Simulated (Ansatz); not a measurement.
**YAl3Au: relaxing a made-up structure**

Starting from a made-up structure for YAl3Au, the aim is the relaxed cell, its shortest contacts and, where a second run follows, its electronic structure.

Main program and level: Ansatz 0.2.0; DFT, PBEsol, plane-wave PAW, default files, scalar-relativistic, no spin, cell and ions relaxed at zero pressure.

**1. The structure**

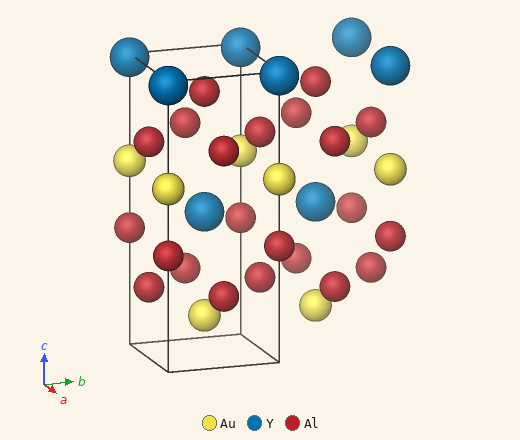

The cell as given, slightly off an axis (gold yellow, yttrium blue, aluminium red). 1×2×1 cells are drawn. This picture shows the conventional cell, with its axes. Some periodic images of atoms are drawn too.

Coordinates:

```
Au Y Al
1.0
    -2.13050    2.13050    5.44550
     2.13050   -2.13050    5.44550
     2.13050    2.13050   -5.44550
Au Y Al
1 1 3
Direct
  0.63060 0.63060 0.00000
  0.98670 0.98670 0.00000
  0.74430 0.24430 0.50000
  0.24430 0.74430 0.50000
  0.40060 0.40060 0.00000
```

**2. Relaxing cell and atoms**

The guess takes its coordinates from another compound and its volume from a rule, so the cell and any free coordinates are relaxed together.

File input.yaml:

```yaml
crystal:
  lattice:
    - [-2.1305, 2.1305, 5.4455]
    - [2.1305, -2.1305, 5.4455]
    - [2.1305, 2.1305, -5.4455]
  atoms:
    - { symbol: Au, position: [0.6306, 0.6306, 0.0] }
    - { symbol: "Y", position: [0.9867, 0.9867, 0.0] }
    - { symbol: Al, position: [0.7443, 0.2443, 0.5] }
    - { symbol: Al, position: [0.2443, 0.7443, 0.5] }
    - { symbol: Al, position: [0.4006, 0.4006, 0.0] }
kpoints:
  mp_grid: { grid: [9, 9, 9] }
scf:
  occupations: { method: fermi_dirac, width: 0.05 }
hamiltonian:
  xc: pbesol
  pseudopotentials: { kind: paw }
relax:
  f_tol: 0.015
  max_steps: 70
  cell: {}
output:
  forces: true
  stress: true
```

On the command line:

```sh
$ ansatz run input.yaml --threads 4 --pin off --max-ram 10240MiB --backend cpu --events-out ev --progress --plain --runs-dir out
```

Numbers of over 12 decimals in the logs are rounded to 6 here.

The log of the run:

```text
basis.fft_grid_basis auto: the FFT boxes are laid along the combinations [[1, 0, 1], [0, 1, 1], [0, 0, 1]] of the cell's own vectors, 4.261, 4.261 and 6.223 Å long. The dense box has 30×30×45 points. Along the cell's own vectors, as sized, it would have 45×45×45, 2.25 times as many. Of the 8 symmetry operations that the crystal satisfies within crystal.symmetry.tolerance (time reversal apart; of a slab, those that ke [...]
Engine: ansatz 0.2.0, x86_64-unknown-linux-gnu
Pseudopotentials: kind: paw
Pseudopotential: Au, paw, valence charge 19, recommended cutoff 420 eV (normal), Au.paw.azcp
Pseudopotential: Y, paw, valence charge 11, recommended cutoff 420 eV (normal), Y.paw.azcp
Pseudopotential: Al, paw, valence charge 3, recommended cutoff 420 eV (normal), Al.paw.azcp
Functional definition: PBEsol
  exchange = pbesol_x
  correlation = pbesol_c
Crystal: 5 atoms, lattice volume = 98.869 Å³
Basis set: ecut = 420 eV, 1947 PW (Γ), FFT grids on a1+a3, a2+a3, a3, exchange–correlation on 60×60×90 points (8 copies of the dense FFT grid, shifted against one another)
Bands: 25, of which v1, the nominal top of the filled ones, is band 20 counted from 1 (19 counted from 0)
Symmetry: 8 space group operations
Space group: I4mm (ITA 107), of the structure as read, at distance tolerance 4.6e-5 Å
k-points: 75 of 729 (time reversal used)
Non-local potential: Au, projectors of the file, l = 0: 3, l = 1: 2, l = 2: 2, l = 3: 1
Non-local potential: Y, projectors of the file, l = 0: 3, l = 1: 2, l = 2: 2, l = 3: 1
Non-local potential: Al, projectors of the file, l = 0: 2, l = 1: 2, l = 2: 1
PAW form: soft (Blöchl's): semilocal exchange-correlation on the pseudo side does not see the compensation charge
PAW frozen core: Au, regenerated for the run's functional, and the local potential with it (the file was generated under x = pbe(κ = 0.804, μ = 0.219515), c = pbe(β = 0.066725))
PAW frozen core: Y, regenerated for the run's functional, and the local potential with it (the file was generated under x = pbe(κ = 0.804, μ = 0.219515), c = pbe(β = 0.066725))
PAW frozen core: Al, regenerated for the run's functional, and the local potential with it (the file was generated under x = pbe(κ = 0.804, μ = 0.219515), c = pbe(β = 0.066725))
PAW one-centre angular grid: Au, 590 points (default); XC on 64 Gauss nodes
PAW one-centre angular grid: Y, 590 points (default); XC on 64 Gauss nodes
PAW one-centre angular grid: Al, 110 points (default); XC on 64 Gauss nodes
Initial density: superposition of atomic densities (neutral atoms: chi_scale 0, normalization atom), corrected by the library's trained network
Initial wavefunctions: pseudopotential atomic-orbital guess
Functional: x = pbesol(κ = 0.804, μ = 0.123457), c = pbesol(β = 0.046)
SCF iter   1: F=—  HF=-18378.749639 eV  |F-HF|=—  |Δ(HF+E_count)|=         —  Δρ=3.51e-3  dr2=3.37e-2  ethr=1.77e-3  ⟨swp⟩=6.2  Hψ=8709  notcnv=0
preconditioner: auto → Kerker (q_TF=auto, 2.336 Å⁻¹)  [metal: Δε(μ)=0.011 eV  Ē_g=6.918 eV  σ=0.050 eV  W_gap=0.05  n_scr=24 (ndim 8)  ℏωp=17.9 eV  f_vac=0.000  D(μ)=1.36/eV (n_scr^D=2)]
SCF iter   2: F=—  HF=-18378.746219 eV  |F-HF|=—  |Δ(HF+E_count)|=   3.42e-3  Δρ=2.12e-3  dr2=1.29e-2  ethr=8.65e-5  ⟨swp⟩=1.2  Hψ=2493  notcnv=0
SCF iter   3: F=—  HF=-18378.743471 eV  |F-HF|=—  |Δ(HF+E_count)|=   2.75e-3  Δρ=4.89e-4  dr2=4.99e-4  ethr=3.31e-5  ⟨swp⟩=2.0  Hψ=2198  notcnv=0
SCF iter   4: F=—  HF=-18378.743383 eV  |F-HF|=—  |Δ(HF+E_count)|=   8.72e-5  Δρ=1.57e-4  dr2=2.93e-5  ethr=1.28e-6  ⟨swp⟩=2.1  Hψ=2621  notcnv=0
SCF iter   5: F=—  HF=-18378.743361 eV  |F-HF|=—  |Δ(HF+E_count)|=   2.28e-5  Δρ=5.11e-5  dr2=4.08e-6  ethr=7.50e-8  ⟨swp⟩=2.3  Hψ=2905  notcnv=0  defer=2
SCF iter   6: F=—  HF=-18378.743360 eV  |F-HF|=—  |Δ(HF+E_count)|=   7.07e-7  Δρ=1.00e-5  dr2=1.52e-7  ethr=1.05e-8  ⟨swp⟩=2.9  Hψ=2962  notcnv=0  defer=3
SCF iter   7: F=-18378.743360 eV  HF=-18378.743360 eV  |F-HF|=8.08e-10  |Δ(HF+E_count)|=   2.24e-8  Δρ=1.96e-6  dr2=4.02e-9  ethr=2.56e-10  ⟨swp⟩=4.0  Hψ=5929  notcnv=0
SCF 1 converged in 7 iterations: F = -18378.743360 eV  dr2 = 4.02e-9
  greatest PAW one-centre occupation: 1.001 electrons in one spin orbital (limit 2), on the Au atom at site 0 (counted from 0), in its partial waves of l = 0
relax step   1: F+E_penalty+E_count = -18378.74335981 eV  Δ(F+E_penalty+E_count) = +0.000e0 eV  max|allowed force component| = 1.236e0 eV/Å  Δτ_max = 0.0000 Å  P = -1.620 GPa  Ω = 98.869 Å³  (7 SCF iters, dr2 threshold 1.00e-7 eV, accepted)
Crystal: 5 atoms, lattice volume = 95.049 Å³
Basis set: ecut = 420 eV, 1855 PW (Γ), FFT grids on a1+a3, a2+a3, a3, exchange–correlation on 60×60×90 points (8 copies of the dense FFT grid, shifted against one another)
Initial density: handed on by an earlier stage of this run
Initial wavefunctions: those handed on with the density
iter 1 solved again at ethr=5.04e-4 eV; its pass at ethr=3.10e-3 eV (dr2=1.97e-1 eV) is discarded
SCF iter   1: F=—  HF=-18378.898681 eV  |F-HF|=—  |Δ(HF+E_count)|=         —  Δρ=1.06e-2  dr2=2.00e-1  ethr=5.04e-4  ⟨swp⟩=1.0  Hψ=10419  notcnv=0
preconditioner: auto → Kerker (q_TF=auto, 2.352 Å⁻¹)  [metal: Δε(μ)=0.019 eV  Ē_g=6.889 eV  σ=0.050 eV  W_gap=0.09  n_scr=24 (ndim 8)  ℏωp=18.3 eV  f_vac=0.000  D(μ)=1.27/eV (n_scr^D=2)]
SCF iter   2: F=—  HF=-18378.857740 eV  |F-HF|=—  |Δ(HF+E_count)|=   4.09e-2  Δρ=5.33e-3  dr2=4.76e-2  ethr=5.04e-4  ⟨swp⟩=2.5  Hψ=2847  notcnv=0
SCF iter   3: F=—  HF=-18378.845146 eV  |F-HF|=—  |Δ(HF+E_count)|=   1.26e-2  Δρ=1.16e-3  dr2=4.32e-3  ethr=1.22e-4  ⟨swp⟩=2.0  Hψ=2880  notcnv=0
SCF iter   4: F=—  HF=-18378.844214 eV  |F-HF|=—  |Δ(HF+E_count)|=   9.33e-4  Δρ=3.58e-4  dr2=3.68e-4  ethr=1.11e-5  ⟨swp⟩=1.9  Hψ=2382  notcnv=0
SCF iter   5: F=—  HF=-18378.844114 eV  |F-HF|=—  |Δ(HF+E_count)|=   9.99e-5  Δρ=8.95e-5  dr2=1.23e-5  ethr=9.43e-7  ⟨swp⟩=2.3  Hψ=2912  notcnv=0
SCF iter   6: F=-18378.844111 eV  HF=-18378.844111 eV  |F-HF|=1.68e-7  |Δ(HF+E_count)|=   2.49e-6  Δρ=1.71e-5  dr2=3.64e-7  ethr=1.28e-9  ⟨swp⟩=3.3  Hψ=7832  notcnv=0
SCF 2 converged in 6 iterations: F = -18378.844111 eV  dr2 = 3.64e-7
relax step   2: F+E_penalty+E_count = -18378.84411109 eV  Δ(F+E_penalty+E_count) = -1.008e-1 eV  max|allowed force component| = 3.317e-1 eV/Å  Δτ_max = 0.0763 Å  P = +1.305 GPa  Ω = 95.049 Å³  energy of the carried Pulay correction = +9.107e-4 eV  (6 SCF iters, dr2 threshold 5.00e-7 eV, accepted)
Crystal: 5 atoms, lattice volume = 95.966 Å³
Basis set: ecut = 420 eV, 1879 PW (Γ), FFT grids on a1+a3, a2+a3, a3, exchange–correlation on 60×60×90 points (8 copies of the dense FFT grid, shifted against one another)
iter 1 solved again at ethr=8.87e-5 eV; its pass at ethr=3.10e-3 eV (dr2=3.46e-2 eV) is discarded
SCF iter   1: F=—  HF=-18378.871883 eV  |F-HF|=—  |Δ(HF+E_count)|=         —  Δρ=5.08e-3  dr2=3.59e-2  ethr=8.87e-5  ⟨swp⟩=1.0  Hψ=10233  notcnv=0
preconditioner: auto → Kerker (q_TF=auto, 2.348 Å⁻¹)  [metal: Δε(μ)=0.050 eV  Ē_g=6.972 eV  σ=0.050 eV  W_gap=0.24  n_scr=24 (ndim 8)  ℏωp=18.2 eV  f_vac=0.000  D(μ)=1.20/eV (n_scr^D=2)]
SCF iter   2: F=—  HF=-18378.864219 eV  |F-HF|=—  |Δ(HF+E_count)|=   7.66e-3  Δρ=2.55e-3  dr2=8.26e-3  ethr=8.87e-5  ⟨swp⟩=2.5  Hψ=2583  notcnv=0
SCF iter   3: F=—  HF=-18378.861961 eV  |F-HF|=—  |Δ(HF+E_count)|=   2.26e-3  Δρ=4.69e-4  dr2=4.05e-4  ethr=2.12e-5  ⟨swp⟩=2.1  Hψ=2637  notcnv=0
SCF iter   4: F=—  HF=-18378.861882 eV  |F-HF|=—  |Δ(HF+E_count)|=   7.85e-5  Δρ=1.40e-4  dr2=4.78e-5  ethr=1.04e-6  ⟨swp⟩=2.1  Hψ=2620  notcnv=0
SCF iter   5: F=—  HF=-18378.861870 eV  |F-HF|=—  |Δ(HF+E_count)|=   1.21e-5  Δρ=3.45e-5  dr2=2.86e-6  ethr=1.23e-7  ⟨swp⟩=2.2  Hψ=2715  notcnv=0
SCF iter   6: F=-18378.861869 eV  HF=-18378.861869 eV  |F-HF|=4.91e-8  |Δ(HF+E_count)|=   6.27e-7  Δρ=7.25e-6  dr2=7.39e-8  ethr=1.28e-9  ⟨swp⟩=4.5  Hψ=6104  notcnv=0
SCF 3 converged in 6 iterations: F = -18378.861869 eV  dr2 = 7.39e-8
relax step   3: F+E_penalty+E_count = -18378.86186941 eV  Δ(F+E_penalty+E_count) = -1.776e-2 eV  max|allowed force component| = 5.498e-2 eV/Å  Δτ_max = 0.0378 Å  P = +0.033 GPa  Ω = 95.966 Å³  energy of the carried Pulay correction = +6.889e-4 eV  (6 SCF iters, dr2 threshold 5.00e-7 eV, accepted)
[...]
relax step   4: F+E_penalty+E_count = -18378.86583146 eV  Δ(F+E_penalty+E_count) = -3.962e-3 eV  max|allowed force component| = 3.677e-2 eV/Å  Δτ_max = 0.0215 Å  P = +0.173 GPa  Ω = 95.733 Å³  energy of the carried Pulay correction = +7.451e-4 eV  (6 SCF iters, dr2 threshold 5.00e-7 eV, accepted)
[...]
relax step   5: F+E_penalty+E_count = -18378.86617713 eV  Δ(F+E_penalty+E_count) = -3.457e-4 eV  max|allowed force component| = 8.137e-3 eV/Å  Δτ_max = 0.0080 Å  P = -0.029 GPa  Ω = 95.885 Å³  energy of the carried Pulay correction = +7.085e-4 eV  (5 SCF iters, dr2 threshold 2.87e-7 eV, accepted)
[...]
relax step   6: F+E_penalty+E_count = -18378.86619009 eV  Δ(F+E_penalty+E_count) = -1.295e-5 eV  max|allowed force component| = 2.212e-3 eV/Å  Δτ_max = 0.0012 Å  P = +0.003 GPa  Ω = 95.860 Å³  energy of the carried Pulay correction = +7.145e-4 eV  (5 SCF iters, dr2 threshold 7.19e-9 eV, accepted)
Initial wavefunctions: pseudopotential atomic-orbital guess (no wavefunctions were taken with the density)
iter 1 solved again at ethr=2.19e-7 eV; its pass at ethr=3.10e-3 eV (dr2=8.55e-5 eV) is discarded
SCF iter   1: F=—  HF=-18378.865699 eV  |F-HF|=—  |Δ(HF+E_count)|=         —  Δρ=6.20e-5  dr2=3.23e-7  ethr=2.19e-7  ⟨swp⟩=3.0  Hψ=13444  notcnv=0
preconditioner: auto → Kerker (q_TF=auto, 2.349 Å⁻¹)  [metal: Δε(μ)=0.090 eV  Ē_g=6.895 eV  σ=0.050 eV  W_gap=0.38  n_scr=24 (ndim 8)  ℏωp=18.2 eV  f_vac=0.000  D(μ)=1.06/eV (n_scr^D=2)]
SCF iter   2: F=—  HF=-18378.865723 eV  |F-HF|=—  |Δ(HF+E_count)|=   2.46e-5  Δρ=3.16e-5  dr2=8.33e-8  ethr=8.29e-10  ⟨swp⟩=2.7  Hψ=3510  notcnv=0
SCF iter   3: F=—  HF=-18378.865723 eV  |F-HF|=—  |Δ(HF+E_count)|=   5.50e-8  Δρ=2.27e-6  dr2=1.39e-9  ethr=2.14e-10  ⟨swp⟩=2.0  Hψ=2989  notcnv=0
SCF iter   4: F=—  HF=-18378.865723 eV  |F-HF|=—  |Δ(HF+E_count)|=  7.39e-10  Δρ=4.52e-7  dr2=1.62e-10  ethr=3.56e-12  ⟨swp⟩=2.1  Hψ=3305  notcnv=0
SCF iter   5: F=-18378.865723 eV  HF=-18378.865723 eV  |F-HF|=0.00e0  |Δ(HF+E_count)|=  1.46e-11  Δρ=8.27e-8  dr2=1.24e-11  ethr=1.00e-12  ⟨swp⟩=4.0  Hψ=5958  notcnv=0
SCF 7 converged in 5 iterations: F = -18378.865723 eV  dr2 = 1.24e-11
relax step   7: F+E_penalty+E_count = -18378.86572323 eV  Δ(F+E_penalty+E_count) = +4.669e-4 eV  max|allowed force component| = 2.224e-3 eV/Å  Δτ_max = 0.0000 Å  P = -0.004 GPa  Ω = 95.860 Å³  stress off target by 1.23e-2 GPa  SCF on the basis re-selected at this cell (its energy is not comparable with the rows above)  (5 SCF iters)
basis re-selected at this cell: Δ(F+E_penalty+E_count) = +4.669e-4 eV, ΔP = -0.007 GPa vs the last step (what re-selecting the basis moved, of the pressure what is left beyond the Pulay correction that the steps carried, after the strain that the cell walked since its last selection, with what the two solves' SCF thresholds leave and, on support functions, any second-order correction that the steps lacked; it is no m [...]
SCF converged after 5 iterations
Free energy (F): -18378.865723 eV
Harris-Foulkes:  -18378.865723 eV  (|F-HF|=0.00e0)
Internal energy: -18378.856716 eV  (E = F + TS)
E sigma→0 (E₀):  -18378.861220 eV
Entropy (-TS):   -0.009007 eV (-1.801 meV/atom)
Fermi energy:    10.987355 eV
--- Per-component energies (eV) ---
  E_band       = -464.528096
  E_kinetic    = 979.338787
  E_local      = -3837.411676  (includes V_loc(G=0)·N_el)
  E_nonlocal   = 155.427594
  E_hartree    = 1614.108099
  E_xc         = -519.160645
  E_vxc        = -563.805193  (∫ρ·V_xc dr)
  E_paw        = -13701.442979  (= ΣΔE_a)
  E_vpaw       = -426.295171  (= ΣTr[D̂ρ^β])
  E_aug_tail   = 0.001361  (compensation charges beyond the density's cutoff)
  E_ewald      = -3070.232925
  E_core_change = 0.515669  (= ΣΔE_core)
  E_smearing   = -0.009007  (= −TS)
  E_closure    = -0.000000  (closes the sum)
  Σ components = -18378.865723   (vs F -18378.865723, Δ=0.00e0)
--- Forces (eV/Å), atoms counted from 1 ---
  atom   1  Au     0.00000000    -0.00000000     0.00061317
  atom   2  Y     -0.00000000     0.00000000    -0.00222389
  atom   3  Al     0.00000000    -0.00000000     0.00111353
  atom   4  Al    -0.00000000     0.00000000     0.00111353
  atom   5  Al    -0.00000000     0.00000000    -0.00061705
  max |Σ_I F_I| component: 7.16e-7 eV/Å
--- Stress (GPa, compression-positive) ---
       -0.012296      -0.000000      -0.000000
       -0.000000      -0.012296       0.000000
       -0.000000      -0.000000       0.012087
  P = ⅓ Tr σ = -0.0042 GPa (-0.042 kbar)
--- Relaxed structure (6 steps of the walk, 6 accepted, 1 SCFs on fresh bases) ---
  F+E_penalty+E_count = -18378.86572323 eV   max|allowed force component| = 2.224e-3 eV/Å   (the final SCF, on the basis selected at the relaxed cell)
  cell:  # Å, volume = 95.8600 Å³
    - [-2.079618, 2.079618, 5.541284]
    - [2.079618, -2.079618, 5.541284]
    - [2.079618, 2.079618, -5.541284]
  atoms:
    - { symbol: Au, position: [0.618034, 0.618034, 0] }
    - { symbol: Y, position: [0.990853, 0.990853, 0] }
    - { symbol: Al, position: [0.749553, 0.249553, 0.500000] }
    - { symbol: Al, position: [0.249553, 0.749553, 0.500000] }
    - { symbol: Al, position: [0.398508, 0.398508, 0] }
```

Wall time 21 s (4 threads of Intel Xeon Platinum 8488C (Sapphire Rapids), shared host); peak memory 0.56 GiB; 77 s of CPU time.

The steps of the relaxation:

```
step  energy less that of the first step (eV)  largest force component (eV/Å)  pressure (GPa)  volume (Å³)
   1                                   0.0000                          1.2358           -1.62        98.87
   2                                  -0.1008                          0.3317            1.31        95.05
   3                                  -0.1185                          0.0550            0.03        95.97
   4                                  -0.1225                          0.0368            0.17        95.73
   5                                  -0.1228                          0.0081           -0.03        95.88
   6                                  -0.1228                          0.0022            0.00        95.86
  7*                                  -0.1224                          0.0022            0.00        95.86
```

Relaxation steps marked * repeat the geometry before them on a plane-wave basis chosen anew for their cell, so energy and pressure can jump there.

The run keeps the 8 symmetry operations that it works with, so distortions that break them were not tested.

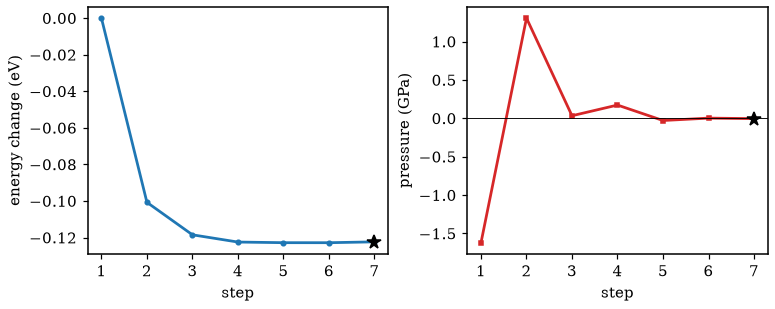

Energy and pressure along the relaxation. Stars mark steps on a basis chosen anew.

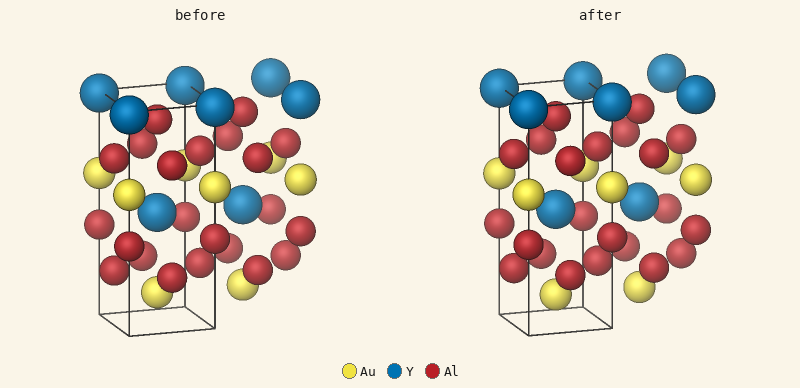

The structure before and after the relaxation, drawn at the same scale.

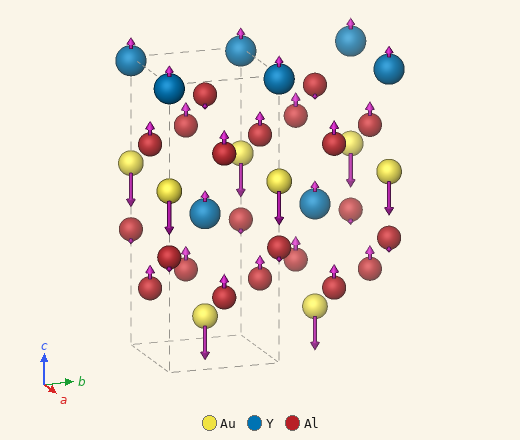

Displacements in the relaxation, exaggerated, measured against the changing cell; the longest in the cell stands for 0.14 Å. 1×2×1 conventional cells are drawn. Some periodic images of atoms are drawn too.

```
conventional cell, symmetrised  before   after  change
                         a (Å)   4.261   4.159  -2.4 %
                         b (Å)   4.261   4.159  -2.4 %
                         c (Å)  10.891  11.083  +1.8 %
              volume (Å³/atom)   19.77   19.17  -3.0 %
```

The atoms that moved most (Å, as changes of fractional coordinates times the final cell):

```
atom     dx     dy      dz  length
 Au1  0.000  0.000  -0.139   0.139
 Al3  0.000  0.000   0.058   0.058
 Al4  0.000  0.000   0.058   0.058
  Y2  0.000  0.000   0.046   0.046
 Al5  0.000  0.000  -0.023   0.023
```

The relaxed structure:

```xyz
5
Lattice="-2.0796 2.0796 5.5413 2.0796 -2.0796 5.5413 2.0796 2.0796 -5.5413" Properties=species:S:1:pos:R:3 pbc="T T T"
Au    0.0000    0.0000    6.8494
Y     0.0000    0.0000   10.9812
Al    0.0000    2.0796    2.7657
Al    2.0796    0.0000    2.7657
Al    0.0000    0.0000    4.4165
```

Numbers from this step:

```yaml
free_energy: -18378.8657 eV
energy_at_zero_smearing: -18378.8612 eV
smearing_term_ts: 0.009007 eV
fermi_energy: 10.99 eV
electrons: 39
symmetry_operations: 8
pressure: -0.004168 GPa
```

Shortest distances by pair of elements, guess and relaxed (not always the same contact):

```
 pair  guess (Å)  relaxed (Å)
Al–Au      2.464        2.433
Al–Al      2.727        2.655
 Al–Y      3.156        3.114
 Au–Y      3.396        3.261
Au–Au      4.261        4.159
```

The relaxation ends with a largest force component of 0.0022 eV/Å and a pressure of 0.00 GPa.

**3. Results**

| Quantity | Value |
| --- | --- |
| space group, relaxed | I4mm |
| conventional cell | a = 4.159, b = 4.159, c = 11.083 Å; α = 90.0°, β = 90.0°, γ = 90.0° |
| volume per atom | 19.17 Å³ (guess 19.77) |

YAl3Au relaxes to I4mm with a = 4.159, b = 4.159 and c = 11.083 Å. The guessed volume was 3 % too large. The space group I4mm was held in the relaxation, so the end point is a stationary structure within it and may be a saddle against distortions or other arrangements. Mesh and cutoff weren't tested. Spin-orbit coupling is left out, which can matter for elements this heavy. No dispersion term is used, so weakly bound directions may come out too long. Nothing here tests whether the compound is stable against decomposition.

[Logs are printed without paths, hosts, clocks, repeated set-up lines and the standing remarks that a program may print on its own settings, such as how far it seeks lower states.]

[Hosts, paths, dates, database ids (printed as entryN), source tags and the programs' standing remarks are cut or masked in the printed files.]
